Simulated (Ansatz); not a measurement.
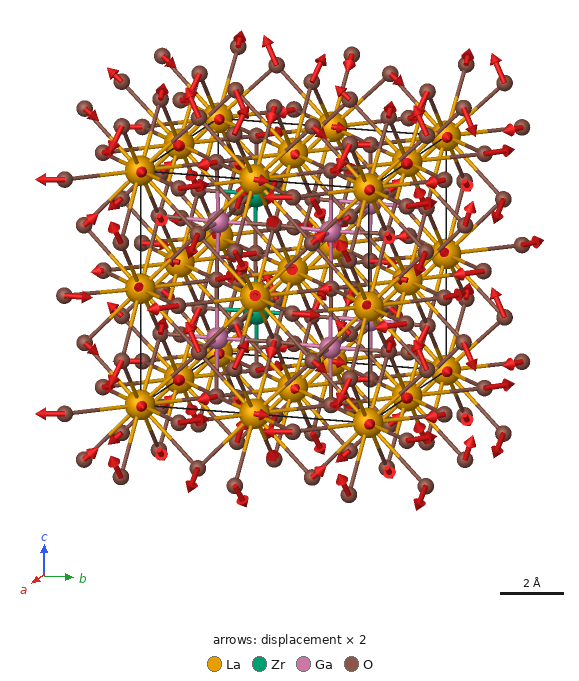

This is a relaxation of a defect cell of composition La8Zr2Ga6O24. The starting structure is drawn; red arrows show the displacements, magnified 2 times.

The picture is a ball-and-stick view of the cell of the calculation, seen slightly off an axis.

Method: Ansatz 0.2.0, DFT, PBEsol, PAW, plane waves.

Input
```yaml
crystal:
  lattice:
    - [7.729308, 0.000000, 0.000000]
    - [0.000000, 7.729308, 0.000000]
    - [0.000000, 0.000000, 7.729308]
  atoms:
    - { symbol: La, position: [0.000005, 0.997474, 0.000847] }
    - { symbol: La, position: [0.998396, 0.998350, 0.496735] }
    - { symbol: La, position: [0.999416, 0.498844, 0.001260] }
    - { symbol: La, position: [0.997828, 0.501558, 0.500125] }
    - { symbol: La, position: [0.499240, 0.998374, 0.002532] }
    - { symbol: La, position: [0.501673, 0.000563, 0.497785] }
    - { symbol: La, position: [0.503036, 0.498186, 0.002528] }
    - { symbol: La, position: [0.503642, 0.498196, 0.501738] }
    - { symbol: Zr, position: [0.247990, 0.251871, 0.252088], spin: 0.167 }
    - { symbol: Zr, position: [0.250060, 0.249776, 0.753621], spin: 0.167 }
    - { symbol: Ga, position: [0.249893, 0.752742, 0.251705] }
    - { symbol: Ga, position: [0.250017, 0.752243, 0.749476] }
    - { symbol: Ga, position: [0.753332, 0.252454, 0.250068] }
    - { symbol: Ga, position: [0.751275, 0.257489, 0.746192] }
    - { symbol: Ga, position: [0.753305, 0.747703, 0.247444] }
    - { symbol: Ga, position: [0.749132, 0.748184, 0.741932] }
    - { symbol: O, position: [0.246849, 0.251925, 0.999319], spin: 0.167 }
    - { symbol: O, position: [0.249771, 0.248369, 0.499102], spin: 0.167 }
    - { symbol: O, position: [0.249030, 0.751757, 0.999607] }
    - { symbol: O, position: [0.248274, 0.750039, 0.503829] }
    - { symbol: O, position: [0.752984, 0.248106, 0.000892] }
    - { symbol: O, position: [0.750419, 0.247603, 0.498150] }
    - { symbol: O, position: [0.748982, 0.749612, 0.001578] }
    - { symbol: O, position: [0.752399, 0.751578, 0.499535] }
    - { symbol: O, position: [0.001356, 0.256414, 0.246376], spin: 0.167 }
    - { symbol: O, position: [0.998232, 0.250025, 0.748992], spin: 0.167 }
    - { symbol: O, position: [0.003045, 0.755442, 0.247653] }
    - { symbol: O, position: [0.003416, 0.753101, 0.749652] }
    - { symbol: O, position: [0.498952, 0.245653, 0.250669], spin: 0.167 }
    - { symbol: O, position: [0.503414, 0.253769, 0.751400], spin: 0.167 }
    - { symbol: O, position: [0.503793, 0.747964, 0.249857] }
    - { symbol: O, position: [0.494806, 0.744657, 0.748704] }
    - { symbol: O, position: [0.253228, 0.003972, 0.246915], spin: 0.167 }
    - { symbol: O, position: [0.249485, 0.998373, 0.749543], spin: 0.167 }
    - { symbol: O, position: [0.252684, 0.496297, 0.249562], spin: 0.167 }
    - { symbol: O, position: [0.248679, 0.497889, 0.749462], spin: 0.167 }
    - { symbol: O, position: [0.750164, 0.002426, 0.249648] }
    - { symbol: O, position: [0.751894, 0.995751, 0.752432] }
    - { symbol: O, position: [0.745861, 0.499635, 0.251692] }
    - { symbol: O, position: [0.750588, 0.500787, 0.751350] }
  symmetry: { detect: false }
kpoints:
  mp_grid: { grid: [1, 1, 1], shift: [0.25, 0.25, 0.25] }
hamiltonian:
  xc: pbesol
magnetization:
  spin_polarized: true
scf:
  occupations: { method: fermi_dirac, width: 0.01 }
relax:
  f_tol: 0.03
  max_steps: 80
  escape_saddle: false
  adjacent_minimum: "off"
output:
  forces: true
  eigenvalues: true
  populations: true
```

Command:
```bash
ansatz run in.yaml --threads 7 --pin off --max-ram 13300MiB --runs-dir r --events-out ev --progress --plain
```

Q: Which element moves most?

A: Oxygen: up to 0.59 Å, against 0.26 Å for lanthanum.

Q: Describe the change and its energy.

A: The largest move is that of O18, 0.59 Å roughly along [1 −1 0]. By element the largest moves are O 0.59 Å, La 0.26 Å, Ga 0.06 Å, Zr 0.03 Å. The lattice vectors keep their values. Near-neighbour distances that change, for instance: La4–O18 2.761 → 3.462 Å, La3–O25 2.665 → 3.363 Å, La5–O17 2.765 → 3.461 Å, La6–O29 2.690 → 3.363 Å. Among the angles between lasting bonds that change: Zr9–O17–Zr10 178.9° → 145.7°, Zr10–O34–Ga12 179.1° → 150.2°, Zr10–O30–Ga14 179.3° → 151.8°. The energy falls by 4.314 eV per cell of the calculation in 16 accepted moves (20 points after the start). The largest force component goes from 4.4 to 0.0095 eV/Å. The line search rejected the trial steps at points 6, 8, 16, 19 of the run. The program noted that the starting moments weren't kept. The run took 4.5 min on 7 threads of Arm Neoverse-V2, peak memory 1.8 GiB.

Limits of the set-up: the periodic images lie only 7.7 Å apart, so the values are limited by the cell's size.
